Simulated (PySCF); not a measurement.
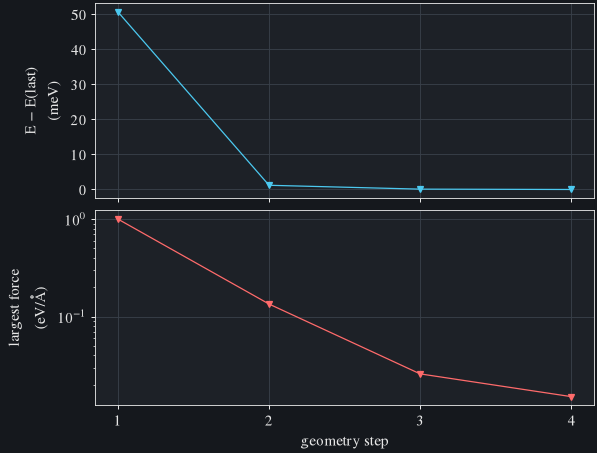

History of a geometry optimisation. 1,5-pentanediol (SMILES OCCCCCO); PySCF, PBE0-D3(BJ)/def2-SVP, geometry optimisation.

The optimisation met its thresholds at geometry 4, counting the start as the first. The energy fell by about 51 meV from the first step to the last. The largest force goes from about 1 eV/Å at the start to 0.015 eV/Å at the end.
